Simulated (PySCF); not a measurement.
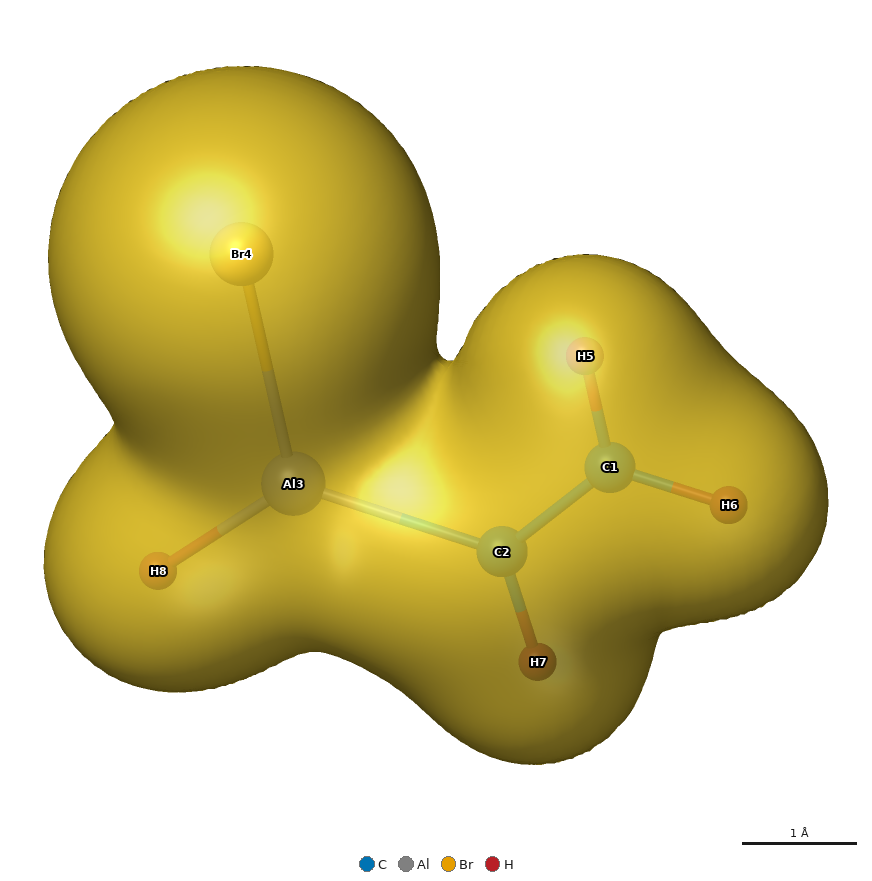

*C2H4AlBr. Isosurface of the electron density at 0.05 e/Å³ (yellow), seen at a tilt.*

Geometry: PBE0-D3(BJ)/ma-def2-SVP.

Level of theory: PySCF, DFT single point, gas phase, functional PBE0.

Input

```
{"job": {"kind": "sp", "xc": "PBE0", "basis": "ma-def2-TZVP", "d3": "d3bj", "grid": 2}, "charge": 0, "multiplicity": 1}
C     -1.311234     0.333968     0.365098
C     -0.470388    -0.582796    -0.144261
Al     1.422267    -0.237408    -0.360628
Br     2.128591     1.825565     0.273073
H     -0.965635     1.327015     0.678581
H     -2.383877     0.141938     0.494942
H     -0.904010    -1.551373    -0.432892
H      2.505723    -1.239074    -0.921149
```

Launched as:

```sh
OMP_NUM_THREADS=1 python redox_run.py task.json out
```

> Which contacts does the surface bridge?

At this value the surface is in one piece. It bridges the sampled C–C (1.34 Å), C–Al (1.94 Å), Al–Br (2.27 Å) and C–H (1.10 Å) contacts, where the density stays above the isovalue. On the grid the lowest density along these lines, outside the cores, is 2.3 e/Å³ (C–C, 1.34 Å), 0.65 e/Å³ (C–Al, 1.94 Å), 0.44 e/Å³ (Al–Br, 2.27 Å) and 1.9 e/Å³ (C–H, 1.10 Å).
